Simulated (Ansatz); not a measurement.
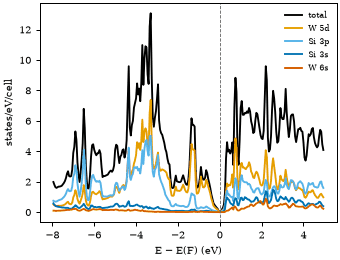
Fig. 1. Total and projected density of states of Si2W in space group P6_222 (No. 180; Si on 6j, W on 3d), plane-wave PAW PBEsol (Ansatz code)

Problem. Which orbitals carry the states next to the Fermi level?

Solution. Within 0.5 eV of the Fermi level: W 5d 51 %, Si 3p 26 %, Si 3s 15 %, outside the projected shells 5 %. Projections are on Löwdin-orthogonalised atomic valence shells; empty p or d shells of many metals are not among them.

Problem. Where is the tallest occupied peak in this window, and what makes it?

Solution. Near -3.3 eV, about 13 states/eV per cell; the largest projected share is W 5d.

The workflow started from a Materials Project entry (that database holds measured and hypothetical structures alike); the Crystallography Open Database copy checked does not list it. It is not the phase usual at ambient conditions (space group No. 139). The cell was relaxed with PBEsol under the symmetry of its start; of distortions, only those at the zone centre were tested. The run is not spin-polarised. Scalar-relativistic: spin–orbit coupling is off unless named, which matters more the heavier the elements.

Potentials: the later of the program's two PAW sets.
